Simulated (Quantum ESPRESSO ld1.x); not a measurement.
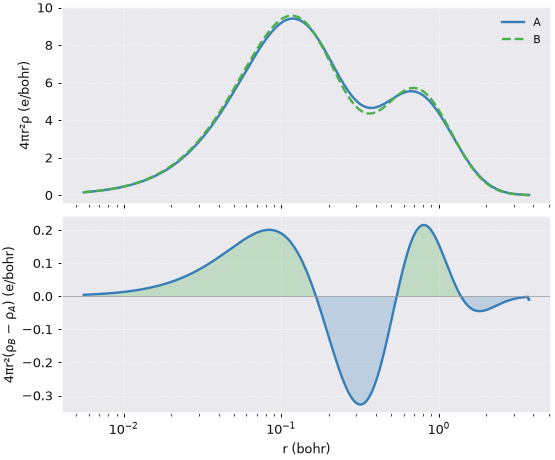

The fluorine ion F⁺ was computed in two configurations: [He] 2p6; [He] 2s1 2p5 (2p1/2: 2, 2p3/2: 3). Method: Dirac Kohn-Sham, BLYP, spin-unpolarised, spherical densities, point nucleus; computed with Quantum ESPRESSO ld1.x 7.5.

The plot shows both radial densities and the radial density of run B less that of run A; on the logarithmic r axis, areas aren't charges.

Assign A and B and describe the change of the density.

Answer. A is [He] 2p6; B is [He] 2s1 2p5 (2p1/2: 2, 2p3/2: 3). B holds 0.12 electrons more than A where the difference is positive (most at r = 0.80 bohr) and 0.12 electrons fewer where it is negative (most at r = 0.32 bohr), with no net change. The energy of B less that of A is −19.0 eV.
